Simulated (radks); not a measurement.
# Numerical settings for W²³⁺

How sensitive is the result for the tungsten ion W23+ to mesh, mixing and thresholds? A default run comes first. The defaults are a mesh step of 0.008 in ln r, a mesh end at 40 bohr or more, Anderson mixing 0.5 over 9 steps and a tight residual threshold, with the energy settled to 1e-9 hartree as well; every run has a cap on iterations.

Program: radks (a radial shooting solver on a logarithmic mesh, Libxc functionals) version 1. Level of theory: scalar-relativistic Kohn-Sham, PBE, spin-polarised, spherical densities, point nucleus; open shells are filled with parallel spins first. These are calculated values, not measurements, unless marked.

## Step 1: The atom as given

| Quantity | Value |
| --- | --- |
| element | tungsten (Z = 74) |
| charge | +23 |
| electrons | 51 |
| configuration | [Kr] 4d10 4f5 |

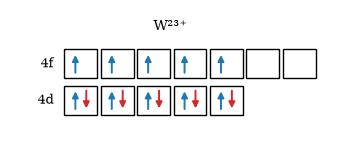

Occupation of the outer shells (arrows by Hund's rule).

In the logs a row gives level, spin channel, occupation and eigenvalue; Etot, Ekin, Encl (electron-nucleus), Eh (Hartree) and Exc are energies, all in hartree; err is the last residual, it the number of iterations.

## Step 2: Default settings

Settings of this run:

```text
Z 74
configuration [Kr] 4d10 4f5
relativity scalar-relativistic
functional pbe,pbe
spin polarised
nucleus point
c 137.035999084
max_iterations 52
```

Started as:

```console
$ python run_ks.py task.json out
```

This one command runs every case of the session in turn.

The log of the run:

```text
1s      1   1.0000       -2579.14898510
2s      1   1.0000        -465.99923105
2p      1   3.0000        -410.63651560
3s      1   1.0000        -126.88235135
3p      1   3.0000        -110.48333161
3d      1   5.0000         -91.64669025
4s      1   1.0000         -44.80759866
4p      1   3.0000         -39.18467278
4d      1   5.0000         -32.13289680
4f      1   5.0000         -24.38732853
1s      2   1.0000       -2579.14965499
2s      2   1.0000        -465.99395332
2p      2   3.0000        -410.63270795
3s      2   1.0000        -126.70568362
3p      2   3.0000        -110.30572026
3d      2   5.0000         -91.51175886
4s      2   1.0000         -44.51796039
4p      2   3.0000         -38.90677240
4d      2   5.0000         -31.85901719
4f      2   0.0000         -24.09040108
Etot -15920.624529675191
Ekin 17568.56229383832
Encl -38053.13516304608
Eh 4860.329376889338
Exc -296.3810373567727
err 1.1435923141046829e-08
it 14
```

Wall time 0.21 s (1 thread of Arm Neoverse V2, shared host); peak memory 0.24 GiB.

Highest occupied level: 4f up at -663.61 eV.

From the orbitals of this run (lengths in bohr):

| level | occupation | energy (eV) | <r> | outermost maximum (interpolated) | 90 % within | nodes |
| --- | --- | --- | --- | --- | --- | --- |
| 4s up | 1 | -1219.3 | 0.4343 | 0.414 | 0.619 | 3 |
| 4s down | 1 | -1211.4 | 0.4348 | 0.414 | 0.620 | 3 |
| 4p up | 3 | -1066.3 | 0.4551 | 0.431 | 0.655 | 2 |
| 4p down | 3 | -1058.7 | 0.4558 | 0.431 | 0.656 | 2 |
| 4d up | 5 | -874.38 | 0.4695 | 0.435 | 0.691 | 1 |
| 4d down | 5 | -866.93 | 0.4706 | 0.435 | 0.692 | 1 |
| 4f up | 5 | -663.61 | 0.4658 | 0.385 | 0.712 | 0 |
| 4f down | 0 | -655.53 | 0.4679 | 0.386 | 0.717 | 0 |

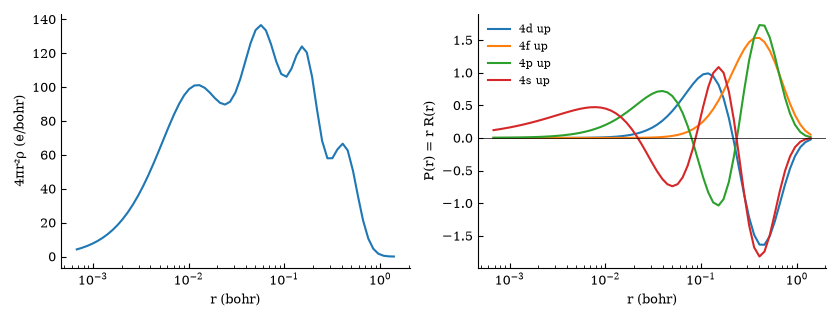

Left: shells in the radial density. Right: radial functions of the outer levels.

## Step 3: Mesh step in ln r 0.003

Input: that of step 2 with these lines changed.

```diff
@@ -7,2 +7,3 @@
 c 137.035999084
+mesh_step 0.003
 max_iterations 52
```

The log of the run:

```text
1s      1   1.0000       -2579.14898510
2s      1   1.0000        -465.99923105
2p      1   3.0000        -410.63651560
3s      1   1.0000        -126.88235135
3p      1   3.0000        -110.48333161
3d      1   5.0000         -91.64669025
4s      1   1.0000         -44.80759866
4p      1   3.0000         -39.18467278
4d      1   5.0000         -32.13289680
4f      1   5.0000         -24.38732853
1s      2   1.0000       -2579.14965499
2s      2   1.0000        -465.99395331
2p      2   3.0000        -410.63270795
3s      2   1.0000        -126.70568362
3p      2   3.0000        -110.30572026
3d      2   5.0000         -91.51175886
4s      2   1.0000         -44.51796039
4p      2   3.0000         -38.90677240
4d      2   5.0000         -31.85901719
4f      2   0.0000         -24.09040108
Etot -15920.62452967762
Ekin 17568.562294584834
Encl -38053.13516380165
Eh 4860.329376896281
Exc -296.38103735708415
err 1.1435941568081504e-08
it 14
```

It took 0.53 s on 1 thread of Arm Neoverse V2, shared host; peak memory 0.24 GiB.

Change of E against the default run: under 1e-4 mhartree.

## Step 4: Mesh step in ln r 0.12

Input: that of step 3 with these lines changed.

```diff
@@ -7,3 +7,3 @@
 c 137.035999084
-mesh_step 0.003
+mesh_step 0.12
 max_iterations 52
```

The log of the run:

```text
Etot -1.1452654409888714e+48
Ekin -2.2905308819777426e+48
Encl -2.469051792811316e+26
Eh 1.1452654409888713e+48
Exc -1.2466829337789442e+32
err 1.7540706574391007e+19
it 4
```

Wall time 0.01 s (1 thread of Arm Neoverse V2, shared host); peak memory 0.24 GiB.

An occupied level is unbound or could not be solved, so this is no valid solution, whatever the residual; it is left out below.

## Step 5: Mesh step in ln r 0.03

Input: that of step 4 with these lines changed.

```diff
@@ -7,3 +7,3 @@
 c 137.035999084
-mesh_step 0.12
+mesh_step 0.03
 max_iterations 52
```

The log of the run:

```text
1s      1   1.0000       -2579.14898571
2s      1   1.0000        -465.99923113
2p      1   3.0000        -410.63651627
3s      1   1.0000        -126.88235220
3p      1   3.0000        -110.48333282
3d      1   5.0000         -91.64669065
4s      1   1.0000         -44.80759799
4p      1   3.0000         -39.18467248
4d      1   5.0000         -32.13289684
4f      1   5.0000         -24.38732871
1s      2   1.0000       -2579.14965559
2s      2   1.0000        -465.99395341
2p      2   3.0000        -410.63270861
3s      2   1.0000        -126.70568533
3p      2   3.0000        -110.30572228
3d      2   5.0000         -91.51175867
4s      2   1.0000         -44.51795973
4p      2   3.0000         -38.90677212
4d      2   5.0000         -31.85901726
4f      2   0.0000         -24.09040129
Etot -15920.624530447076
Ekin 17568.56227288153
Encl -38053.13512688734
Eh 4860.329360066189
Exc -296.3810365074535
err 1.1435453757041505e-08
it 14
```

Wall time 0.06 s (1 thread of Arm Neoverse V2, shared host); peak memory 0.24 GiB.

Change of E against the default run: -0.0007719 mhartree.

## Step 6: Mesh end (bohr) 5

Input: that of step 5 with these lines changed.

```diff
@@ -7,3 +7,3 @@
 c 137.035999084
-mesh_step 0.03
+mesh_end 5
 max_iterations 52
```

The log of the run:

```text
1s      1   1.0000       -2579.14898510
2s      1   1.0000        -465.99923105
2p      1   3.0000        -410.63651560
3s      1   1.0000        -126.88235135
3p      1   3.0000        -110.48333161
3d      1   5.0000         -91.64669025
4s      1   1.0000         -44.80759866
4p      1   3.0000         -39.18467278
4d      1   5.0000         -32.13289680
4f      1   5.0000         -24.38732853
1s      2   1.0000       -2579.14965499
2s      2   1.0000        -465.99395332
2p      2   3.0000        -410.63270795
3s      2   1.0000        -126.70568362
3p      2   3.0000        -110.30572026
3d      2   5.0000         -91.51175886
4s      2   1.0000         -44.51796039
4p      2   3.0000         -38.90677240
4d      2   5.0000         -31.85901719
4f      2   0.0000         -24.09040108
Etot -15920.62452967526
Ekin 17568.562293768842
Encl -38053.13516297664
Eh 4860.329376889312
Exc -296.38103735677174
err 1.1435955830378345e-08
it 14
```

Run time: 0.2 s. Hardware: 1 thread of Arm Neoverse V2, shared host; peak memory 0.24 GiB.

Change of E against the default run: under 1e-4 mhartree.

## Step 7: Mesh end (bohr) 1

Input: that of step 6 with these lines changed.

```diff
@@ -7,3 +7,3 @@
 c 137.035999084
-mesh_end 5
+mesh_end 1
 max_iterations 52
```

The log of the run:

```text
1s      1   1.0000       -2577.97974570
2s      1   1.0000        -464.86100084
2p      1   3.0000        -409.49223225
3s      1   1.0000        -125.89109935
3p      1   3.0000        -109.49365208
3d      1   5.0000         -90.63054609
4s      1   1.0000         -44.10884670
4p      1   3.0000         -38.44284929
4d      1   5.0000         -31.28559165
4f      1   5.0000         -23.41129731
1s      2   1.0000       -2577.98045218
2s      2   1.0000        -464.85539200
2p      2   3.0000        -409.48818723
3s      2   1.0000        -125.70201536
3p      2   3.0000        -109.30360503
3d      2   5.0000         -90.48603650
4s      2   1.0000         -43.80860125
4p      2   3.0000         -38.15488465
4d      2   5.0000         -30.99947018
4f      2   0.0000         -23.09236076
Etot -15914.89222696521
Ekin 17618.749616105983
Encl -38139.608245600415
Eh 4904.180984889581
Exc -298.2145823603583
err 8.046385414134106e-09
it 14
```

Wall time 0.18 s (1 thread of Arm Neoverse V2, shared host); peak memory 0.24 GiB.

Change of E against the default run: +5732 mhartree.

## Step 8: Residual threshold 0.1

Input: that of step 7 with these lines changed.

```diff
@@ -7,3 +7,3 @@
 c 137.035999084
-mesh_end 1
+threshold 0.1
 max_iterations 52
```

The log of the run:

```text
1s      1   1.0000       -2579.14897336
2s      1   1.0000        -465.99921911
2p      1   3.0000        -410.63650351
3s      1   1.0000        -126.88234120
3p      1   3.0000        -110.48332145
3d      1   5.0000         -91.64667958
4s      1   1.0000         -44.80759207
4p      1   3.0000         -39.18466629
4d      1   5.0000         -32.13289043
4f      1   5.0000         -24.38732226
1s      2   1.0000       -2579.14964301
2s      2   1.0000        -465.99394069
2p      2   3.0000        -410.63269522
3s      2   1.0000        -126.70567174
3p      2   3.0000        -110.30570835
3d      2   5.0000         -91.51174662
4s      2   1.0000         -44.51795292
4p      2   3.0000         -38.90676551
4d      2   5.0000         -31.85901064
4f      2   0.0000         -24.09039426
Etot -15920.624529493598
Ekin 17568.561956307632
Encl -38053.13464731709
Eh 4860.329191337172
Exc -296.3810298213111
err 1.4023089362846246e-05
it 10
```

Run time: 0.17 s. Hardware: 1 thread of Arm Neoverse V2, shared host; peak memory 0.24 GiB.

Change of E against the default run: +0.0001816 mhartree.

## Step 9: Residual threshold 1e-16

Input: that of step 8 with these lines changed.

```diff
@@ -7,3 +7,3 @@
 c 137.035999084
-threshold 0.1
+threshold 1e-16
 max_iterations 52
```

The log of the run:

```text
1s      1   1.0000       -2579.14898511
2s      1   1.0000        -465.99923104
2p      1   3.0000        -410.63651559
3s      1   1.0000        -126.88235135
3p      1   3.0000        -110.48333161
3d      1   5.0000         -91.64669024
4s      1   1.0000         -44.80759865
4p      1   3.0000         -39.18467277
4d      1   5.0000         -32.13289679
4f      1   5.0000         -24.38732852
1s      2   1.0000       -2579.14965500
2s      2   1.0000        -465.99395331
2p      2   3.0000        -410.63270795
3s      2   1.0000        -126.70568362
3p      2   3.0000        -110.30572027
3d      2   5.0000         -91.51175887
4s      2   1.0000         -44.51796039
4p      2   3.0000         -38.90677240
4d      2   5.0000         -31.85901718
4f      2   0.0000         -49.67121597
Etot -15920.62452967632
Ekin 17568.5622938785
Encl -38053.13516308446
Eh 4860.329376885369
Exc -296.38103735573293
err 6.401500232936185e-14
it 52
```

Run time: 0.36 s. Hardware: 1 thread of Arm Neoverse V2, shared host; peak memory 0.24 GiB.

The cycle did not converge; nothing is taken from this run.

## Step 10: Mixing 0.01

Input: that of step 9 with these lines changed.

```diff
@@ -7,3 +7,3 @@
 c 137.035999084
-threshold 1e-16
+mixing 0.01
 max_iterations 52
```

The log of the run:

```text
1s      1   1.0000       -2579.14898512
2s      1   1.0000        -465.99923105
2p      1   3.0000        -410.63651559
3s      1   1.0000        -126.88235136
3p      1   3.0000        -110.48333161
3d      1   5.0000         -91.64669025
4s      1   1.0000         -44.80759865
4p      1   3.0000         -39.18467278
4d      1   5.0000         -32.13289680
4f      1   5.0000         -24.38732853
1s      2   1.0000       -2579.14965501
2s      2   1.0000        -465.99395331
2p      2   3.0000        -410.63270794
3s      2   1.0000        -126.70568363
3p      2   3.0000        -110.30572027
3d      2   5.0000         -91.51175887
4s      2   1.0000         -44.51796038
4p      2   3.0000         -38.90677240
4d      2   5.0000         -31.85901718
4f      2   0.0000         -24.09040108
Etot -15920.624529677192
Ekin 17568.562293802293
Encl -38053.13516296502
Eh 4860.329376839709
Exc -296.381037354171
err 1.0632860119378815e-08
it 20
```

Run time: 0.27 s. Hardware: 1 thread of Arm Neoverse V2, shared host; peak memory 0.24 GiB.

Change of E against the default run: under 1e-4 mhartree.

## Step 11: Mixing history 1, mixing 1

Input: that of step 10 with these lines changed.

```diff
@@ -7,3 +7,4 @@
 c 137.035999084
-mixing 0.01
+history 1
+mixing 1
 max_iterations 52
```

The log of the run:

```text
1s      1   1.0000       -2579.14898512
2s      1   1.0000        -465.99923105
2p      1   3.0000        -410.63651560
3s      1   1.0000        -126.88235136
3p      1   3.0000        -110.48333161
3d      1   5.0000         -91.64669025
4s      1   1.0000         -44.80759865
4p      1   3.0000         -39.18467278
4d      1   5.0000         -32.13289679
4f      1   5.0000         -24.38732853
1s      2   1.0000       -2579.14965501
2s      2   1.0000        -465.99395332
2p      2   3.0000        -410.63270796
3s      2   1.0000        -126.70568363
3p      2   3.0000        -110.30572028
3d      2   5.0000         -91.51175887
4s      2   1.0000         -44.51796039
4p      2   3.0000         -38.90677240
4d      2   5.0000         -31.85901719
4f      2   0.0000         -24.09040109
Etot -15920.62452967579
Ekin 17568.562294201874
Encl -38053.13516355853
Eh 4860.32937704314
Exc -296.3810373622746
err 1.0737763883129154e-08
it 34
```

Wall time 0.45 s (1 thread of Arm Neoverse V2, shared host); peak memory 0.24 GiB.

Change of E against the default run: under 1e-4 mhartree.

## Step 12: Mixing history 1, mixing 0.2

Input: that of step 11 with these lines changed.

```diff
@@ -8,3 +8,3 @@
 history 1
-mixing 1
+mixing 0.2
 max_iterations 52
```

The log of the run:

```text
1s      1   1.0000       -2579.14917630
2s      1   1.0000        -465.99931883
2p      1   3.0000        -410.63661902
3s      1   1.0000        -126.88241544
3p      1   3.0000        -110.48339847
3d      1   5.0000         -91.64675221
4s      1   1.0000         -44.80766990
4p      1   3.0000         -39.18474481
4d      1   5.0000         -32.13296719
4f      1   5.0000         -24.38739653
1s      2   1.0000       -2579.14984608
2s      2   1.0000        -465.99404061
2p      2   3.0000        -410.63281094
3s      2   1.0000        -126.70574446
3p      2   3.0000        -110.30578401
3d      2   5.0000         -91.51181821
4s      2   1.0000         -44.51803412
4p      2   3.0000         -38.90684726
4d      2   5.0000         -31.85909058
4f      2   0.0000         -49.67121597
Etot -15920.624538830007
Ekin 17568.56300482689
Encl -38053.135955933714
Eh 4860.329457256959
Exc -296.3810449801416
err 9.142243441648941e-05
it 52
```

Run time: 0.71 s. Hardware: 1 thread of Arm Neoverse V2, shared host; peak memory 0.24 GiB.

The cycle did not converge; nothing is taken from this run.

## Step 13: Mixing history 2

Input: that of step 12 with these lines changed.

```diff
@@ -7,4 +7,3 @@
 c 137.035999084
-history 1
-mixing 0.2
+history 2
 max_iterations 52
```

The log of the run:

```text
1s      1   1.0000       -2579.14898509
2s      1   1.0000        -465.99923104
2p      1   3.0000        -410.63651559
3s      1   1.0000        -126.88235136
3p      1   3.0000        -110.48333161
3d      1   5.0000         -91.64669025
4s      1   1.0000         -44.80759866
4p      1   3.0000         -39.18467278
4d      1   5.0000         -32.13289680
4f      1   5.0000         -24.38732853
1s      2   1.0000       -2579.14965498
2s      2   1.0000        -465.99395331
2p      2   3.0000        -410.63270794
3s      2   1.0000        -126.70568363
3p      2   3.0000        -110.30572027
3d      2   5.0000         -91.51175887
4s      2   1.0000         -44.51796040
4p      2   3.0000         -38.90677241
4d      2   5.0000         -31.85901719
4f      2   0.0000         -24.09040109
Etot -15920.624529674142
Ekin 17568.562293622846
Encl -38053.13516277628
Eh 4860.329376832233
Exc -296.3810373529428
err 8.878846601077158e-09
it 18
```

It took 0.24 s on 1 thread of Arm Neoverse V2, shared host; peak memory 0.24 GiB.

Change of E against the default run: under 1e-4 mhartree.

## Step 14: Iteration cap 3

Input: that of step 13 with these lines changed.

```diff
@@ -7,3 +7,2 @@
 c 137.035999084
-history 2
-max_iterations 52
+max_iterations 3
```

The log of the run:

```text
1s      1   1.0000       -2579.17904460
2s      1   1.0000        -464.68016280
2p      1   3.0000        -409.48950794
3s      1   1.0000        -125.82374002
3p      1   3.0000        -109.46018305
3d      1   5.0000         -90.44594012
4s      1   1.0000         -44.85435432
4p      1   3.0000         -39.29271869
4d      1   5.0000         -32.24377669
4f      1   5.0000         -24.45142020
1s      2   1.0000       -2579.17933982
2s      2   1.0000        -464.67027509
2p      2   3.0000        -409.48200807
3s      2   1.0000        -125.58527756
3p      2   3.0000        -109.22297471
3d      2   5.0000         -90.26266491
4s      2   1.0000         -44.60190952
4p      2   3.0000         -39.05700749
4d      2   5.0000         -32.01456621
4f      2   0.0000         -49.67121597
Etot -15920.293024449396
Ekin 17504.58676426537
Encl -37952.299232299825
Eh 4822.314205372364
Exc -294.8947617873033
err 1.77395096666922
it 3
```

It took 0.06 s on 1 thread of Arm Neoverse V2, shared host; peak memory 0.24 GiB.

The run did not meet its threshold, so it is not used.

## Step 15: Results

| setting | mesh points | iterations | converged | change of E (mhartree) | time |
| --- | --- | --- | --- | --- | --- |
| Default settings | 2476 | 14 | yes | 0 | 0.21 s |
| mesh step in ln r 0.003 | 6603 | 14 | yes | 0 | 0.53 s |
| mesh step in ln r 0.12 | 166 | 4 | no | - | 0.01 s |
| mesh step in ln r 0.03 | 661 | 14 | yes | -0.0007719 | 0.06 s |
| mesh end (bohr) 5 | 2216 | 14 | yes | 0 | 0.2 s |
| mesh end (bohr) 1 | 2015 | 14 | yes | +5732 | 0.18 s |
| residual threshold 0.1 | 2476 | 10 | yes | +0.0001816 | 0.17 s |
| residual threshold 1e-16 | 2476 | 52 | no | - | 0.36 s |
| mixing 0.01 | 2476 | 20 | yes | 0 | 0.27 s |
| mixing history 1, mixing 1 | 2476 | 34 | yes | 0 | 0.45 s |
| mixing history 1, mixing 0.2 | 2476 | 52 | no | - | 0.71 s |
| mixing history 2 | 2476 | 18 | yes | 0 | 0.24 s |
| iteration cap 3 | 2476 | 3 | no | - | 0.06 s |

**Reading.** A zero stands for a change under the printed digits. Converged yet off by more than 1 mhartree: mesh end (bohr) 1. Convergence of the cycle says nothing about the mesh. Not converged or rejected: mesh step in ln r 0.12; residual threshold 1e-16; mixing history 1, mixing 0.2; iteration cap 3. A mesh that ends early acts as a hard wall.
